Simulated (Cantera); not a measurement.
A closed system holds: 1 mol SiHCl3, 0.19 mol Cl2, 320 mol H2, held at 1.90 bar.

Cantera equilibrium calculation (NASA polynomials, part measured and part estimated; ideal gas, pure solids and liquids). Candidate condensed phases: Si; 19 gas species. The tables' values for SiCl3 are old estimates; treat these amounts as uncertain. Kinetics and transport are ignored.

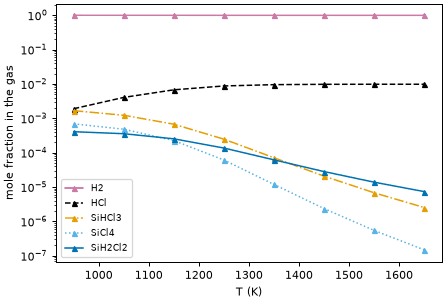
Figure: Equilibrium gas composition (values under 1e-9 drawn at 1e-9)

Read off the mole fractions at 1050 K.

H2 about 0.99, HCl about 0.0040, SiHCl3 about 0.0012, SiCl4 about 0.00048, SiH2Cl2 about 0.00036.
